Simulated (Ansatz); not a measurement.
**One shape, several levels: WCl4O (SMILES O=[W](Cl)(Cl)(Cl)Cl)**

Aim: a comparison of 6 runs (HF/def2-SVP, B3LYP/def2-SVP, PBE0/def2-SVP, PBE/def2-TZVP, PBE0/def2-TZVP, MP2/def2-SVP) of WCl4O. 

Program for the calculation: Ansatz 0.2.0.

8 further runs of the same task are left out: 4 for a known fault of the program, 2 that didn't finish, 2 set aside as unsound or not needed.

### 1 The molecule

WCl4O has 6 atoms, charge 0, and is taken as a singlet. SMILES: `O=[W](Cl)(Cl)(Cl)Cl`. The shape is that of a PBE0-D4/def2-TZVP optimisation.

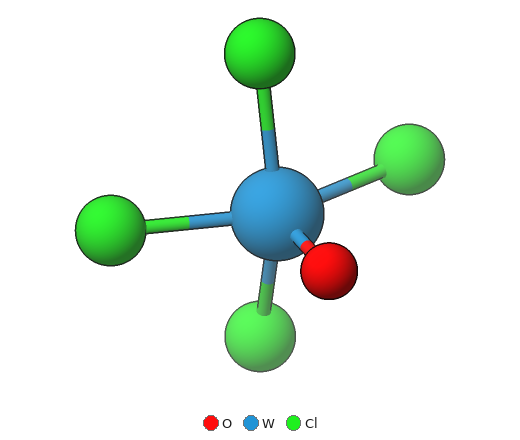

The structure, seen from a chosen angle (oxygen red, tungsten blue, chlorine green).

### 2 Energy and gradient at HF/def2-SVP (core potential) (run 1)

File job.yaml:

```yaml
crystal:
  periodic: [false, false, false]
  atoms:
    - {symbol: O, position_ang: [-0.010050, -1.747150, 0.186510]}
    - {symbol: W, position_ang: [-0.000510, -0.089070, 0.009510]}
    - {symbol: Cl, position_ang: [1.915280, 0.567920, 1.072290]}
    - {symbol: Cl, position_ang: [-1.910010, 0.350500, -1.170330]}
    - {symbol: Cl, position_ang: [1.129180, 0.249450, -1.950250]}
    - {symbol: Cl, position_ang: [-1.123900, 0.668360, 1.852270]}
basis:
  gaussian:
    orbitals: def2-SVP
hamiltonian:
  xc: hf
accuracy: high
output:
  forces: true
  orbitals: {seedname: orbitals}
```

The run is started by

```sh
$ ansatz run job.yaml --threads 1 --pin off --max-ram 3480MiB --events-out events.jsonl --progress --plain --runs-dir runs
```

Standard output:

```text
Warning: RAYON_NUM_THREADS=1 ignored (pool sized by the plan → 1); use --threads N
Functional definition: HF
  name "HF"
  exchange = exact_x
  correlation = 0
2465 factors; integrals over basis functions are off by at most 9.1e-9 eV
mean field evaluation 1: about -53833.1780 eV, gradient 7.0e1 eV
mean field evaluation 2: about -53833.7513 eV, gradient 7.1e1 eV
mean field evaluation 4: about -53844.7645 eV, gradient 7.3e0 eV
mean field evaluation 8: about -53844.9696 eV, gradient 1.2e0 eV
mean field evaluation 16: about -53844.9763 eV, gradient 2.6e-8 eV
mean field -53844.97626845 eV, -1978.7663804297 hartree, gradient 3.8e-8 eV, S^2 0.000000; 0 other end points of the search recorded, 0 dependent functions left out
the calculation of the forces begins
reference -53844.97626845 eV, -1978.7663804297 hartree; 45, 45 occupied and 73, 73 virtual orbitals, 2465 factors
Total energy: -53844.97626845 eV, -1978.7663804297 hartree
Atom 0 at    -0.010050    -1.747150     0.186510 Å, force     0.014589     2.531971    -0.270232 eV/Å
Atom 1 at    -0.000510    -0.089070     0.009510 Å, force    -0.018698    -3.219256     0.343562 eV/Å
Atom 2 at     1.915280     0.567920     1.072290 Å, force     0.430470     0.196232     0.233427 eV/Å
Atom 3 at    -1.910010     0.350500    -1.170330 Å, force    -0.428327     0.147415    -0.270050 eV/Å
Atom 4 at     1.129180     0.249450    -1.950250 Å, force     0.253884     0.124817    -0.445174 eV/Å
Atom 5 at    -1.123900     0.668360     1.852270 Å, force    -0.251918     0.218820     0.408467 eV/Å
Dipole moment:     0.000936     0.159334    -0.017006 e Å
```

It took 12 s on 1 thread of Arm Neoverse V2, shared host; peak memory 0.49 GiB.

### 3 Energy and gradient at B3LYP/def2-SVP (core potential) (run 2)

File in.yaml:

```yaml
crystal:
  periodic: [false, false, false]
  atoms:
    - {symbol: O, position_ang: [-0.010050, -1.747150, 0.186510]}
    - {symbol: W, position_ang: [-0.000510, -0.089070, 0.009510]}
    - {symbol: Cl, position_ang: [1.915280, 0.567920, 1.072290]}
    - {symbol: Cl, position_ang: [-1.910010, 0.350500, -1.170330]}
    - {symbol: Cl, position_ang: [1.129180, 0.249450, -1.950250]}
    - {symbol: Cl, position_ang: [-1.123900, 0.668360, 1.852270]}
basis:
  gaussian: {orbitals: def2-SVP}
hamiltonian: {xc: {name: B3LYP}}
accuracy: high
output: {forces: true, orbitals: {seedname: orbitals}}
```

The run is started by

```sh
$ ansatz run in.yaml --threads 1 --pin off --max-ram 3480MiB --events-out events.jsonl --progress --plain --runs-dir runs
```

Standard output (excerpt; [...] marks lines left out):

```text
Warning: RAYON_NUM_THREADS=1 ignored (pool sized by the plan → 1); use --threads N
Functional definition: B3LYP
  name "B3LYP"
[...]
2465 factors; integrals over basis functions are off by at most 9.1e-9 eV
[...]
mean field -53954.35502568 eV, -1982.7859756183 hartree, gradient 6.2e-8 eV, S^2 0.000000; 0 other end points of the search recorded, 0 dependent functions left out
[...]
reference -53954.35507060 eV, -1982.7859772691 hartree; 45, 45 occupied and 73, 73 virtual orbitals, 2465 factors
Total energy: -53954.35507060 eV, -1982.7859772691 hartree
Atom 0 at    -0.010050    -1.747150     0.186510 Å, force    -0.005734    -0.999704     0.106767 eV/Å
Atom 1 at    -0.000510    -0.089070     0.009510 Å, force     0.002067     0.388800    -0.041586 eV/Å
Atom 2 at     1.915280     0.567920     1.072290 Å, force     0.575620     0.185422     0.320624 eV/Å
Atom 3 at    -1.910010     0.350500    -1.170330 Å, force    -0.573705     0.120089    -0.353178 eV/Å
Atom 4 at     1.129180     0.249450    -1.950250 Å, force     0.339321     0.089789    -0.587508 eV/Å
Atom 5 at    -1.123900     0.668360     1.852270 Å, force    -0.337570     0.215605     0.554880 eV/Å
Dipole moment:     0.000821     0.139855    -0.014928 e Å
```

It took 29 s on 1 thread of Arm Neoverse V2, shared host; peak memory 0.57 GiB.

Runs 3 to 5 aren't shown in full; the table further down has their settings and results.

### 4 Energy and gradient at MP2/def2-SVP (core potential) (run 6)

File run.yaml:

```yaml
crystal:
  periodic: [false, false, false]
  atoms:
    - {symbol: O, position_ang: [-0.010050, -1.747150, 0.186510]}
    - {symbol: W, position_ang: [-0.000510, -0.089070, 0.009510]}
    - {symbol: Cl, position_ang: [1.915280, 0.567920, 1.072290]}
    - {symbol: Cl, position_ang: [-1.910010, 0.350500, -1.170330]}
    - {symbol: Cl, position_ang: [1.129180, 0.249450, -1.950250]}
    - {symbol: Cl, position_ang: [-1.123900, 0.668360, 1.852270]}
basis:
  gaussian: {orbitals: def2-SVP}
correlation: {method: mp2, frozen_orbitals: {Cl: 5, O: 1, W: 0}}
accuracy: high
output: {forces: true, orbitals: {seedname: orbitals}}
```

The run is started by

```sh
$ ansatz run run.yaml --threads 1 --pin off --max-ram 3480MiB --events-out events.jsonl --progress --plain --runs-dir runs
```

Standard output (excerpt; [...] marks lines left out):

```text
Warning: RAYON_NUM_THREADS=1 ignored (pool sized by the plan → 1); use --threads N
[... 2 set-up lines as earlier in the session ...]
[...]
2465 factors; integrals over basis functions are off by at most 9.1e-9 eV
[...]
mean field -53844.97626845 eV, -1978.7663804297 hartree, gradient 3.8e-8 eV, S^2 0.000000; 0 other end points of the search recorded, 0 dependent functions left out
21 core orbitals not correlated: weight in the atoms' cores, before any rotation towards them, 1.000 or more for the frozen orbitals, at most 0.000 for the correlated occupied ones
reference -53844.97626845 eV, -1978.7663804297 hartree; 24, 24 occupied and 73, 73 virtual orbitals, 2465 factors
second order -30.66084823 eV of doubles, -0.00000000 eV of singles
[...]
Total energy: -53875.63711668 eV, -1979.8931458195 hartree
Atom 0 at    -0.010050    -1.747150     0.186510 Å, force    -0.016877    -2.936062     0.313471 eV/Å
Atom 1 at    -0.000510    -0.089070     0.009510 Å, force     0.017321     3.038974    -0.324494 eV/Å
Atom 2 at     1.915280     0.567920     1.072290 Å, force     0.360939    -0.005184     0.214419 eV/Å
Atom 3 at    -1.910010     0.350500    -1.170330 Å, force    -0.361078    -0.046229    -0.208869 eV/Å
Atom 4 at     1.129180     0.249450    -1.950250 Å, force     0.212416    -0.065255    -0.356015 eV/Å
Atom 5 at    -1.123900     0.668360     1.852270 Å, force    -0.212721     0.013755     0.361488 eV/Å
Dipole moment:    -0.000305    -0.056130     0.005993 e Å
```

Wall time 31 s (1 thread of Arm Neoverse V2, shared host); peak memory 0.57 GiB.

### 5 All runs side by side

```
run                            level  core potential  frozen core orbitals   energy (Eh)  dipole moment (D)  HOMO energy (eV)  LUMO energy (eV)  wall time
  1     HF/def2-SVP (core potential)        def2-SVP                     –  -1978.766380               0.77            -12.22             -1.92       12 s
  2  B3LYP/def2-SVP (core potential)        def2-SVP                     –  -1982.785977               0.68             -8.62             -5.09       29 s
  3   PBE0/def2-SVP (core potential)        def2-SVP                     –  -1982.019080               0.62             -9.00             -5.05       29 s
  4   PBE/def2-TZVP (core potential)       def2-TZVP                     –  -1982.700143               0.58             -7.61             -5.51       58 s
  5  PBE0/def2-TZVP (core potential)       def2-TZVP                     –  -1982.764531               0.61             -8.97             -4.98       83 s
  6    MP2/def2-SVP (core potential)        def2-SVP                    21  -1979.893146               0.27            -12.22             -1.92       31 s
```

### 6 Results

```
                                           quantity           value
                                run 6: total energy  -1979.89315 Eh
          run 6: dipole moment (correlated density)          0.27 D
         run 6: HOMO energy (Hartree–Fock orbitals)       -12.22 eV
         run 6: LUMO energy (Hartree–Fock orbitals)        -1.92 eV
       run 6: HOMO–LUMO gap (Hartree–Fock orbitals)        10.30 eV
run 6: correlation energy (21 core orbitals frozen)     -1126.8 mEh
                    run 6: largest force on an atom      3.056 eV/Å
```

In words: The dipole moment (its size) runs from 0.27 D (MP2/def2-SVP) to 0.77 D (HF/def2-SVP). The two dipoles point in opposite directions. Over runs 1, 2, 3, 4, 5 the HOMO–LUMO gap runs from 2.10 eV (PBE/def2-TZVP) to 10.30 eV (HF/def2-SVP). The two ends differ in method and basis. Totals of different functionals can't be ranked against each other. All runs together took 4 min, the longest 83 s.
